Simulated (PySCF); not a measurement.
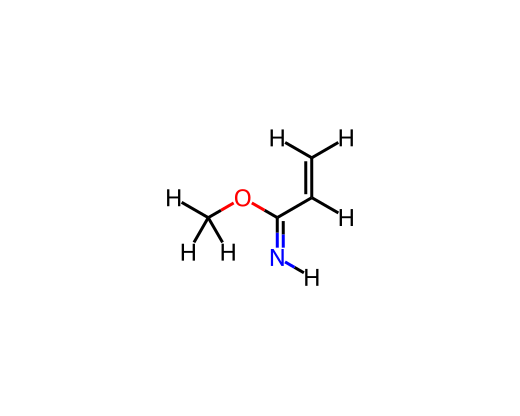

Computed geometry: GFN2-xTB optimisation. No frequency run is at hand to confirm it as a minimum. Level of theory: ωB97X-D/def2-SVPD, gas phase (PySCF 2.14.0). Excitations: vertical, linear response.

Question: Give the HOMO energy (Kohn–Sham orbital) at this level.

Answer: −9.48 eV.

Question: Estimate the mean static polarisability.

Answer: 62.4 bohr³.

Question: Estimate the brightest of the 8 lowest singlets.

Answer: 6.73 eV.

Question: What is the LUMO energy (Kohn–Sham orbital)?

Answer: 0.71 eV.
